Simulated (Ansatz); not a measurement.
**Pressure series in Mg2Si**

Base system: Mg$_{2}$Si (space group Fm-3m, No. 225; a = 6.365 Å).

Cell and atoms are relaxed at each pressure.

The values are results of PBE, PAW, 420 eV (Ansatz, a program for electronic structure; no SOC), not measurements.

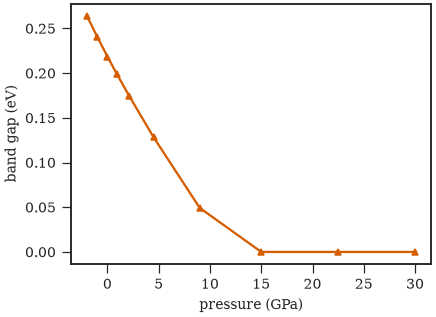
Figure. Band gap against pressure

```
pressure (GPa)  band gap
--------------  --------
-2               0.26 eV
-1               0.24 eV
0.9              0.20 eV
2.1              0.17 eV
4.5              0.13 eV
9                   zero
15                  zero
22.5                zero
30                  zero
```

A case with no gap was solved on a k-mesh chosen for an insulator, which is coarse for it. Load acts through the strain it causes; cell and atoms are relaxed under it. Stability against distortions was not tested. Competing high-pressure phases were not computed. The final runs are not spin-polarised. Gaps under 0.05 eV, about the width of the smearing, are given as zero. The zero or small gap of Mg2Si can change with the level of theory.
